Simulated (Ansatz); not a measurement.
## Electronic structure of FH₃O₂SSi (SMILES O[Si](O)(F)S) in real space

The calculation's input:

```
crystal:
  periodic: [false, false, false]
  atoms:
    - {symbol: O, position_ang: [0.170461, 1.617513, 0.221427]}
    - {symbol: Si, position_ang: [0.036673, 0.029372, -0.095763]}
    - {symbol: O, position_ang: [1.523667, -0.586193, -0.266918]}
    - {symbol: F, position_ang: [-0.781830, -0.176642, -1.447417]}
    - {symbol: S, position_ang: [-1.003761, -0.950635, 1.454979]}
    - {symbol: H, position_ang: [-0.632742, 2.138324, 0.272006]}
    - {symbol: H, position_ang: [2.128762, -0.142802, -0.864803]}
    - {symbol: H, position_ang: [-1.348930, -1.986037, 0.670689]}
basis:
  gaussian: {orbitals: def2-TZVPP}
hamiltonian: {xc: pbe0, dispersion: d4}
output: {orbitals: {seedname: orbitals}}
```

Run with:

```sh
ansatz run in.yaml --threads 4 --pin off --events-out ev --progress --plain --max-ram 10444MiB
```

Geometry: PBE0-D4/def2-TZVP.

These are results of RKS PBE0-D4/def2-TZVPP in Ansatz, not measurements.

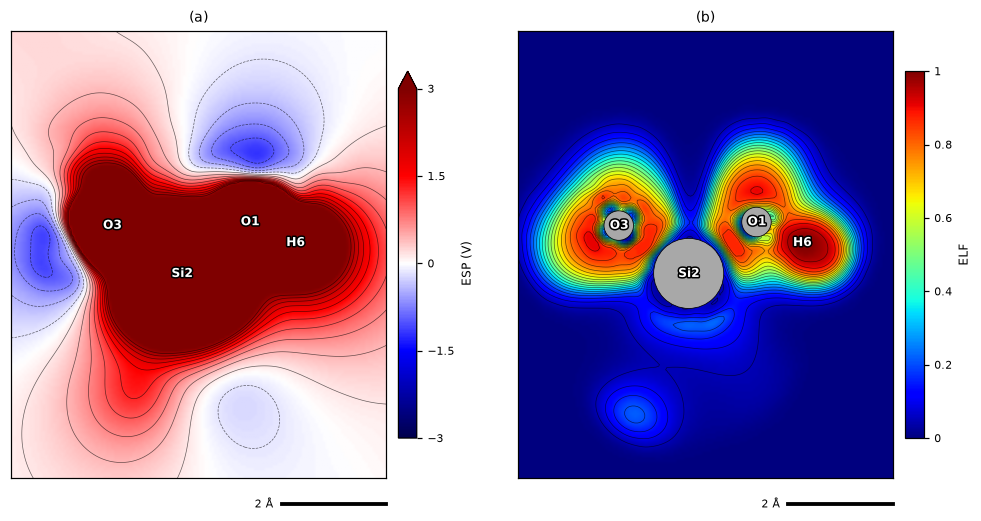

Figure 1. (a) electrostatic potential; (b) electron localisation function on the plane of atoms O1, Si2 and O3. Grey discs cover the atomic cores in the ELF map.

> Read the bonding off the picture.

Atoms in the plane: O, Si and H. Si–O (1.62 Å): the ELF peaks at about 0.85 between the atoms (a short, strongly polar bond). O–H (0.96 Å): the ELF climbs to about 1 towards the hydrogen, as it does in any bond to H; an ordinary covalent bond to hydrogen. The ELF also peaks beside O3 and O1, away from the bonds: lone-pair regions. Outside the dense part of the molecule the potential is most negative (−1.2 V) near O1.

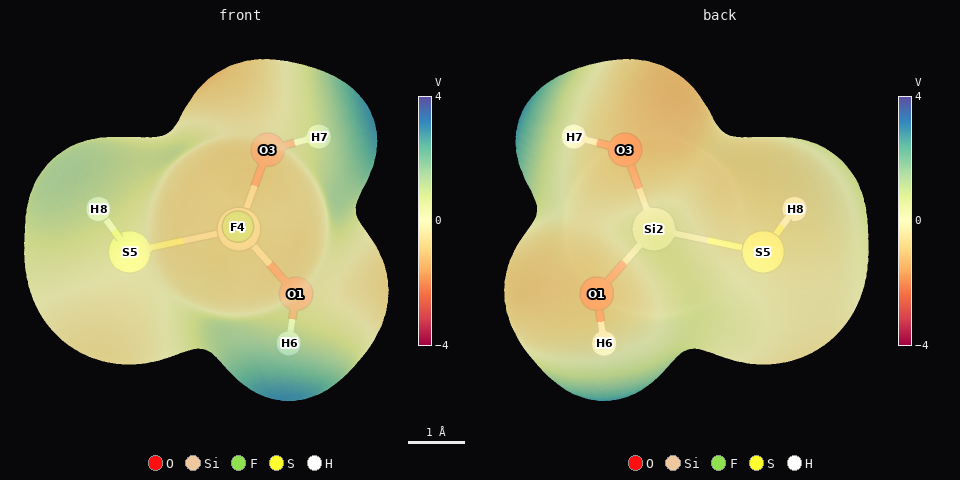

Figure 2. The electrostatic potential painted on the density surface at 0.002 e/bohr³, seen from the front and from behind; the colour scale runs from red (negative) to blue (positive).

> Which sites attract a positive test charge, and which a negative one?

A positive charge is drawn to the negative regions and a negative charge to the positive ones. The most negative region (about −1.2 V) lies over O3, the most positive (about +2.9 V) over H6 and H7. O3 is the likeliest acceptor of a hydrogen bond.

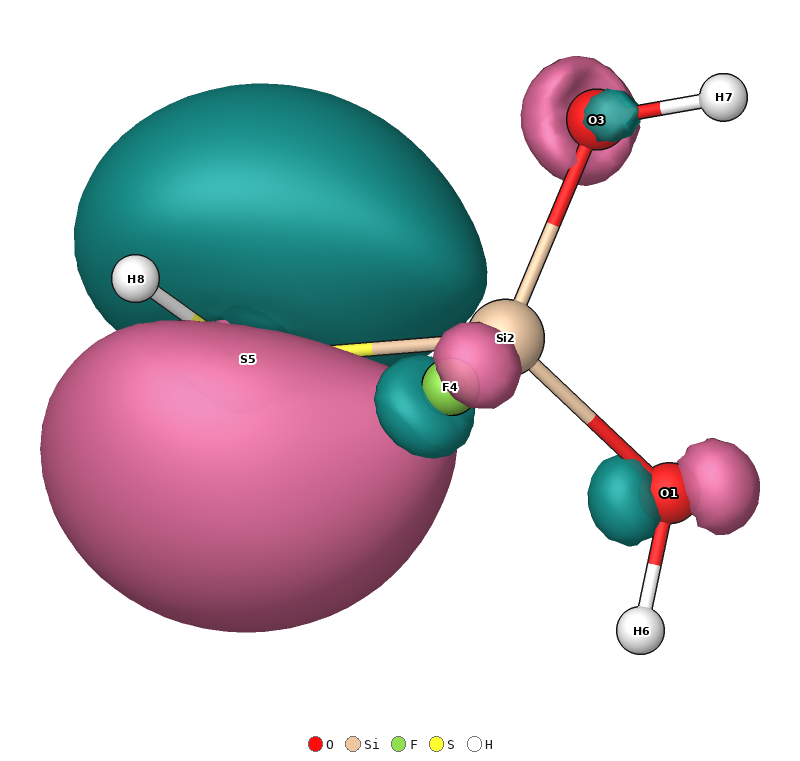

Figure 3. The HOMO at ±0.1 Å⁻³ᐟ² (teal and pink are the two phases), seen at a tilt.

> What is the character of this orbital?

By Hirshfeld shares it lies mainly on S5 (about 85 %); largely a lone pair of S5. Its energy is −7.87 eV.
